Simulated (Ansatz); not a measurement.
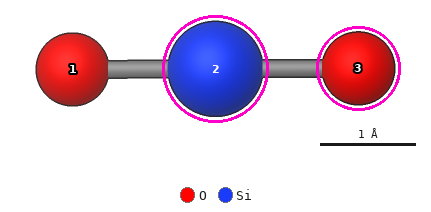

SiO₂: the Si2–O3 distance is varied, with the rest of the molecule carried along rigidly. The picture shows the minimum geometry. The ringed atoms are those of the scanned coordinate. The picture is a ball-and-stick view, seen at a tilt.

Single-point energies from Ansatz with PBE0-D4, B3LYP-D4, r2SCAN-D4, wB97M-V in the def2-TZVPP basis, on geometries moved rigidly from the minimum at PBE0-D4/def2-TZVP. Energies are counted from the PBE0-D4/def2-TZVP minimum geometry at the same level.

The input:
```yaml
crystal:
  periodic: [false, false, false]
  atoms:
    - {symbol: O, position_ang: [0.697730, 1.229600, 0.518761]}
    - {symbol: Si, position_ang: [-0.000009, 0.000000, -0.000001]}
    - {symbol: O, position_ang: [-0.697731, -1.229610, -0.518760]}
basis:
  gaussian: {orbitals: def2-TZVPP}
hamiltonian: {xc: pbe0, dispersion: d4}
```

Question: Give the energy at each point (the distance: 1.235, 1.298, 1.391, 1.500, 1.506, 1.620, 1.750, 1.888, 2.032, 2.184 Å).

Answer: Energies in kJ/mol.

| distance (Å) | PBE0-D4 | B3LYP-D4 | r2SCAN-D4 | wB97M-V |
| --- | --- | --- | --- | --- |
| 1.235 | 371 | 376 | 382 | 372 |
| 1.298 | 190 | 194 | 199 | 191 |
| 1.391 | 48 | 50 | 52 | 48 |
| 1.500 | 0 | 0 | 0 | 0 |
| 1.506 | 0 | 0 | 0 | 0 |
| 1.620 | 30 | 27 | 26 | 31 |
| 1.750 | 109 | 103 | 101 | 110 |
| 1.888 | 210 | 200 | 200 | 212 |
| 2.032 | 313 | 298 | 303 | 314 |
| 2.184 | 408 | 388 | 401 | 406 |

With PBE0-D4: the lowest computed point lies at the distance 1.506 Å (0 kJ/mol). At the ends of the scan the energy is 371 kJ/mol (1.235 Å) and 408 kJ/mol (2.184 Å). The curvature at the lowest point is about 61 eV/Å² (9.8 mdyn/Å). The well is steeper on the short side, as for any bond. At 2.184 Å the levels give B3LYP-D4 388 kJ/mol, r2SCAN-D4 401 kJ/mol, wB97M-V 406 kJ/mol, PBE0-D4 408 kJ/mol.
